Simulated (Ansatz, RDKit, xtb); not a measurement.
# Isomers of C4H3F3S, a sample narrowed down, part 2 of 2

A sample of isomers of C4H3F3S is drawn. Aim: find which of them has the lowest free energy at 298.15 K, then its properties. The sample is small against all isomers, and the most stable one of this formula need not be in it.

xtb, Ansatz and PySCF; isolated molecules. The steps go on from the part before.

## Step 7: Are they minima? Harmonic frequencies

The lowest few in one piece go on as finalists. In this search the thermal terms come from GFN2-xTB at its own nearest minimum. The first, c693a:

File start.xyz:

```xyz
11
c693a
C     -2.969097     0.249010     1.518794
C     -1.585913    -0.269899     1.891283
C     -0.488222     0.528900     1.365788
C      0.428376     1.189427     0.918273
F     -3.149143     0.272569     0.191097
F     -3.177767     1.487460     1.984307
F     -3.914838    -0.549979     2.044566
S      1.705571     2.183382     0.413833
H     -1.522861    -1.309427     1.528706
H     -1.542465    -0.312765     2.992265
H      1.873533     1.632919    -0.815424
```

Launch:

```
xtb start.xyz --gfn 2 --ohess tight
```

Output (excerpt; [...] marks lines left out):

```text
* xtb version 6.7.1
[...]
          :  # basis functions                  41          :
[...]
          :  # electrons                        46          :
[...]
          :  Hamiltonian                  GFN2-xTB          :
[...]
          :  net charge                          0          :
          :  unpaired electrons                  0          :
[...]
   *** convergence criteria satisfied after 11 iterations ***
[...]
   *** GEOMETRY OPTIMIZATION CONVERGED AFTER 15 ITERATIONS ***
[...]
   *** convergence criteria satisfied after 3 iterations ***
[...]
         ::                     SUMMARY                     ::
         :::::::::::::::::::::::::::::::::::::::::::::::::::::
         :: total energy             -27.477147732865 Eh    ::
         :: gradient norm              0.000314537363 Eh/a0 ::
         :: HOMO-LUMO gap              4.344694521943 eV    ::
         ::.................................................::
         :: SCC energy               -27.715294385643 Eh    ::
         :: -> isotropic ES            0.046501618629 Eh    ::
         :: -> anisotropic ES          0.001853364744 Eh    ::
         :: -> anisotropic XC         -0.013037175632 Eh    ::
         :: -> dispersion             -0.006892625182 Eh    ::
         :: repulsion energy           0.238146652778 Eh    ::
         :: add. restraining           0.000000000000 Eh    ::
         :: total charge              -0.000000000000 e     ::
         :::::::::::::::::::::::::::::::::::::::::::::::::::::
[...]
        23        2.0000           -0.3911617             -10.6441 (HOMO)
        24                         -0.2314972              -6.2994 (LUMO)
[...]
molecular dipole:
                 x           y           z       tot (Debye)
 q only:        0.999      -0.615      -0.035
   full:        0.908      -0.796      -0.055       3.072
molecular quadrupole (traceless):
[...]
          | TOTAL ENERGY              -27.477147732865 Eh   |
          | TOTAL ENTHALPY            -27.409049090776 Eh   |
          | TOTAL FREE ENERGY         -27.454342018919 Eh   |
          | GRADIENT NORM               0.000314387486 Eh/α |
[...]
```

Wall time 0.25 s (2 threads of Intel Xeon 6975P-C (Granite Rapids), shared host).

## Step 8: Thermal terms of the finalists

As xtb prints them, at 298.15 K, with its own treatment of low modes:

```tsv
label	SMILES	spin	lowest mode (cm⁻¹)	zero-point (kcal/mol)	G − E (kcal/mol)
c693a	FC(F)(F)CC#CS	singlet	41	36.4	14.3
c907a	C#C[C@@H](S)C(F)(F)F	singlet	51	36.0	14.6
c983a	FC(F)(F)C#CCS	singlet	9	36.3	14.0
```

## Step 9: Last filter: a higher level

Each finalist gets a single point at CCSD(T)/def2-SVP + MP2/def2-TZVPP - MP2/def2-SVP.

c693a, CCSD(T)/def2-SVP:

File input.yaml:

```yaml
crystal:
  periodic: [false, false, false]
  atoms:
    - {symbol: C, position_ang: [-2.969097, 0.249010, 1.518794]}
    - {symbol: C, position_ang: [-1.585913, -0.269899, 1.891283]}
    - {symbol: C, position_ang: [-0.488222, 0.528900, 1.365788]}
    - {symbol: C, position_ang: [0.428376, 1.189427, 0.918273]}
    - {symbol: F, position_ang: [-3.149143, 0.272569, 0.191097]}
    - {symbol: F, position_ang: [-3.177767, 1.487460, 1.984307]}
    - {symbol: F, position_ang: [-3.914838, -0.549979, 2.044566]}
    - {symbol: S, position_ang: [1.705571, 2.183382, 0.413833]}
    - {symbol: H, position_ang: [-1.522861, -1.309427, 1.528706]}
    - {symbol: H, position_ang: [-1.542465, -0.312765, 2.992265]}
    - {symbol: H, position_ang: [1.873533, 1.632919, -0.815424]}
basis:
  gaussian:
    orbitals: def2-SVP
correlation:
  method: ccsd_t
  frozen_orbitals: {H: 0, F: 1, S: 5, C: 1}
```

Launch:

```
ansatz run input.yaml --threads 2 --pin off --max-ram 5220MiB --events-out events.jsonl --progress --plain --runs-dir runs
```

Output (excerpt; [...] marks lines left out):

```text
Warning: RAYON_NUM_THREADS=2 ignored (pool sized by the plan → 2); use --threads N
Functional definition: HF
  name "HF"
[...]
1287 factors; integrals over basis functions are off by at most 1.2e-3 eV
[...]
mean field -23089.76866757 eV, -848.5333477258 hartree, gradient 2.5e-6 eV, S^2 0.000000; 0 other end points of the search recorded, 0 dependent functions left out
12 core orbitals not correlated: weight in the atoms' cores, before any rotation towards them, 1.000 or more for the frozen orbitals, at most 0.000 for the correlated occupied ones
reference -23089.76866757 eV, -848.5333477258 hartree; 23, 23 occupied and 96, 96 virtual orbitals, 1287 factors
second order -32.45054791 eV of doubles, -0.00000000 eV of singles
cycle   1  -32.61569125 eV  change   -1.7e-1 eV  update   1.3e-1
[...]
cycle   9  -33.60308834 eV  change   -2.6e-5 eV  update   3.6e-5
perturbative correction -0.97266049 eV, -0.0357446139 hartree
Total energy: -23124.34441641 eV, -849.8039830593 hartree
```

It took 15 s on 2 threads of Intel Xeon 6975P-C (Granite Rapids), shared host; peak memory 0.98 GiB.

## Step 10: c693a at MP2/def2-TZVPP

input.yaml: that of step 9 with these lines changed.

```diff
@@ -16,5 +16,5 @@
   gaussian:
-    orbitals: def2-SVP
+    orbitals: def2-TZVPP
 correlation:
-  method: ccsd_t
+  method: mp2
   frozen_orbitals: {H: 0, F: 1, S: 5, C: 1}
```

Launch:

```
ansatz run input.yaml --threads 2 --pin off --max-ram 5220MiB --events-out events.jsonl --progress --plain --runs-dir runs
```

Output:

```text
Warning: RAYON_NUM_THREADS=2 ignored (pool sized by the plan → 2); use --threads N
[... 2 set-up lines as earlier in the session ...]
  exchange = exact_x
  correlation = 0
1884 factors; integrals over basis functions are off by at most 1.1e-3 eV
mean field evaluation 1: about -23102.5640 eV, gradient 4.9e1 eV
mean field evaluation 2: about -23102.9992 eV, gradient 5.0e1 eV
mean field evaluation 4: about -23108.3263 eV, gradient 4.8e0 eV
mean field evaluation 8: about -23108.4204 eV, gradient 5.7e-1 eV
mean field evaluation 16: about -23108.4220 eV, gradient 2.5e-6 eV
mean field -23108.42202690 eV, -849.2188460374 hartree, gradient 2.5e-6 eV, S^2 0.000000; 0 other end points of the search recorded, 0 dependent functions left out
12 core orbitals not correlated: weight in the atoms' cores, before any rotation towards them, 1.000 or more for the frozen orbitals, at most 0.000 for the correlated occupied ones
reference -23108.42202690 eV, -849.2188460374 hartree; 23, 23 occupied and 266, 266 virtual orbitals, 1884 factors
second order -41.81933007 eV of doubles, -0.00000000 eV of singles
Total energy: -23150.24135697 eV, -850.7556780714 hartree
```

Wall time 9 s (2 threads of Intel Xeon 6975P-C (Granite Rapids), shared host); peak memory 0.92 GiB.

## Step 11: c907a at CCSD(T)/def2-SVP

File input.yaml:

```yaml
crystal:
  periodic: [false, false, false]
  atoms:
    - {symbol: C, position_ang: [-3.675282, 0.439261, 1.219814]}
    - {symbol: C, position_ang: [-2.504318, 0.420979, 1.523091]}
    - {symbol: C, position_ang: [-1.092152, 0.382627, 1.873583]}
    - {symbol: C, position_ang: [-0.237774, 1.216790, 0.906620]}
    - {symbol: F, position_ang: [-0.700887, 2.473662, 0.840093]}
    - {symbol: F, position_ang: [-0.254579, 0.706271, -0.331710]}
    - {symbol: F, position_ang: [1.032854, 1.272539, 1.317643]}
    - {symbol: S, position_ang: [-0.450469, -1.339555, 2.040619]}
    - {symbol: H, position_ang: [-4.715596, 0.456855, 0.953856]}
    - {symbol: H, position_ang: [-0.938697, 0.827127, 2.870492]}
    - {symbol: H, position_ang: [-0.808518, -1.715530, 0.791645]}
basis:
  gaussian:
    orbitals: def2-SVP
correlation:
  method: ccsd_t
  frozen_orbitals: {H: 0, F: 1, S: 5, C: 1}
```

Launch:

```
ansatz run input.yaml --threads 2 --pin off --max-ram 5220MiB --events-out events.jsonl --progress --plain --runs-dir runs
```

Output (excerpt; [...] marks lines left out):

```text
Warning: RAYON_NUM_THREADS=2 ignored (pool sized by the plan → 2); use --threads N
[... 2 set-up lines as earlier in the session ...]
[...]
1287 factors; integrals over basis functions are off by at most 1.3e-3 eV
[...]
mean field -23089.43225161 eV, -848.5209846673 hartree, gradient 2.2e-6 eV, S^2 0.000000; 0 other end points of the search recorded, 0 dependent functions left out
12 core orbitals not correlated: weight in the atoms' cores, before any rotation towards them, 1.000 or more for the frozen orbitals, at most 0.000 for the correlated occupied ones
reference -23089.43225161 eV, -848.5209846673 hartree; 23, 23 occupied and 96, 96 virtual orbitals, 1287 factors
second order -32.56019834 eV of doubles, -0.00000000 eV of singles
cycle   1  -32.70875762 eV  change   -1.5e-1 eV  update   1.3e-1
[...]
cycle   8  -33.70292986 eV  change    2.7e-5 eV  update   5.7e-5
perturbative correction -0.98363502 eV, -0.0361479203 hartree
Total energy: -23124.11881649 eV, -849.7956924153 hartree
```

It took 17 s on 2 threads of Intel Xeon 6975P-C (Granite Rapids), shared host; peak memory 0.99 GiB.

## Step 12: Putting it together

Energies in kcal/mol from c693a; G adds the thermal terms to the CCSD(T)/def2-SVP + MP2/def2-TZVPP - MP2/def2-SVP energy. The columns left of the relaxed level are at the tight-binding geometries.

```tsv
label	SMILES	spin	GFN2-xTB	HF/STO-3G	r2SCAN-D4/def2-SVP	B3LYP-D3(BJ)/def2-SVP	HF/def2-SVP	MP2/def2-SVP	CCSD(T)/def2-SVP + MP2/def2-TZVPP - MP2/def2-SVP	G	share at equilibrium	T1
c693a	FC(F)(F)CC#CS	singlet	0.0	0.0	0.0	0.0	0.0	0.0	0.0	0.0	100.0 %	0.012
c907a	C#C[C@@H](S)C(F)(F)F	singlet	7.8	11.6	6.7	6.6	7.8	5.2	5.9	6.2	< 0.1 %	0.012
c983a	FC(F)(F)C#CCS	singlet	5.8	10.0	8.2	8.0	9.2	8.3	8.7	8.4	< 0.1 %	0.012
```

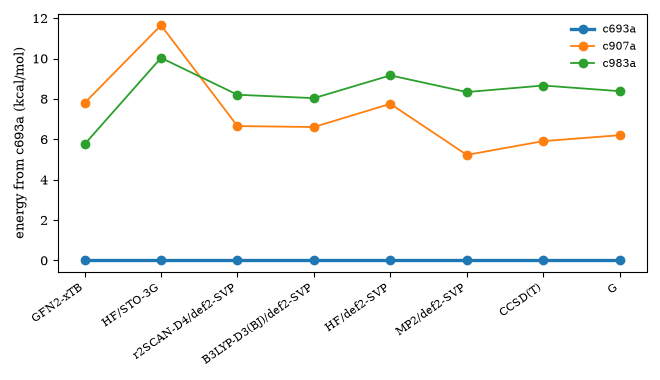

The finalists at each level, measured from c693a.

Lowest found: c693a, `FC(F)(F)CC#CS`, a singlet. Bond lengths: C1–C2 1.524 Å, C2–C3 1.456 Å, C3–C4 1.215 Å, C1–F5 1.340 Å, C1–F6 1.339 Å, C1–F7 1.345 Å, C4–S8 1.695 Å, C2–H9 1.103 Å, C2–H10 1.103 Å, S8–H11 1.357 Å. Some angles: C1–C2–C3 114.2°, C2–C1–F5 111.7°, C2–C1–F6 111.8°, C2–C1–F7 109.9°, F5–C1–F6 107.9°, F5–C1–F7 107.7°, F6–C1–F7 107.7°, C2–C3–C4 179.5°, C3–C4–S8 175.3°, C1–C2–H9 107.0°.

```xyz
11

C    -2.9691    0.2490    1.5188
C    -1.5859   -0.2699    1.8913
C    -0.4882    0.5289    1.3658
C     0.4284    1.1894    0.9183
F    -3.1491    0.2726    0.1911
F    -3.1778    1.4875    1.9843
F    -3.9148   -0.5500    2.0446
S     1.7056    2.1834    0.4138
H    -1.5229   -1.3094    1.5287
H    -1.5425   -0.3128    2.9923
H     1.8735    1.6329   -0.8154
```

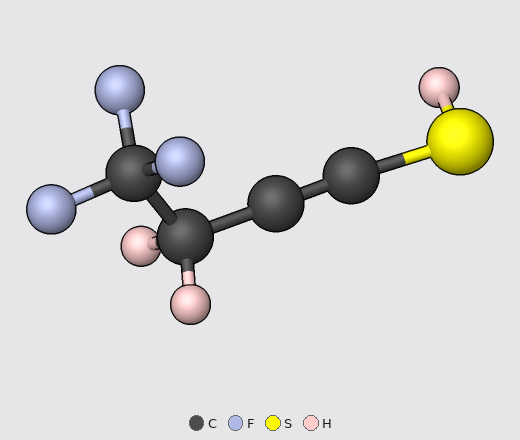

The lowest structure found, seen from a chosen angle (carbon dark grey, fluorine light blue, sulfur yellow, hydrogen pink).

## Step 13: Outcome

The summary covers parts 1 to 2.

```
                                 quantity                                                                  value
                   lowest structure found                                                 FC(F)(F)CC#CS, singlet
                            next finalist                C#C[C@@H](S)C(F)(F)F, singlet, 6.2 kcal/mol higher in G
share at equilibrium, among the finalists                                                                100.0 %
                                   funnel  3 starts, 3 minima at GFN2-xTB, 6 screening runs, 3 relaxed, 3 ranked
                     CPU time of all runs                                                                5.8 min
```

**Reading.** `FC(F)(F)CC#CS` comes out lowest. The margin of 6.2 kcal/mol over the next finalist is beyond the usual error of the last level; it says nothing of structures that weren't ranked. GFN2-xTB, HF/STO-3G, r2SCAN-D4/def2-SVP, B3LYP-D3(BJ)/def2-SVP, HF/def2-SVP and MP2/def2-SVP already put its bonding pattern lowest among the structures in one piece. The largest share of the time went into the relaxations (49 %). Lowest found is not proven lowest: the search is finite, and each finalist counts with one conformer. Only 3 drawn patterns were tried, so whole families of isomers are missing, and the result ranks this sample alone. The lowest isomer need not be the one that is made and kept in a bottle, which depends on barriers.
